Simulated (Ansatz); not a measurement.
Density of states of Na₂Au (I4/mcm, 6 atoms in the cell).

```
Na2Au
1.0
   -3.70850     3.70850     2.76100
    3.70850    -3.70850     2.76100
    3.70850     3.70850    -2.76100
Au Na
2 4
Cartesian
  0.00000   0.00000   1.38050
  0.00000   0.00000   4.14150
  1.17189   4.88039   0.00000
  2.53661   1.17189   0.00000
  2.53661  -1.17189   2.76100
  1.17189   2.53661   2.76100
```

Method: PBEsol, default PAW files made with PBE (plane waves; Ansatz, a program for electronic structure).

SCF settings: kpoints.mp_grid.grid = 8 8 8; hamiltonian.xc = pbesol; hamiltonian.pseudopotentials = {kind: paw} (the program's default PAW files); scf.occupations.method = fermi_dirac; scf.occupations.width = 0.1 eV. Keys of the DOS step: output.dos.nscf_kmesh.grid = 12 12 12.

The starting cell comes from a database of published, mostly measured structures (it also holds non-ambient and calculated ones), without a prior relaxation at this level. Spin-orbit coupling is off.

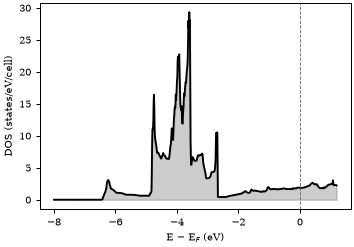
Total density of states, both spins summed.

Total DOS (both spins), as means of the tabulated values in each energy bin; the zero is the program's Fermi level or highest filled level, and the curve is cut to this window:

```csv
E (eV),states/eV/cell
-7.75,0.00
-7.25,0.00
-6.75,0.00
-6.25,1.44
-5.75,0.94
-5.25,0.69
-4.75,5.94
-4.25,9.14
-3.75,17.7
-3.25,5.93
-2.75,3.59
-2.25,0.61
-1.75,1.17
-1.25,1.42
-0.75,1.68
-0.25,1.75
0.25,2.17
0.75,2.08
```

Around zero the curve holds about 1.9 states/eV/cell.

Keys are those of Ansatz 0.2.
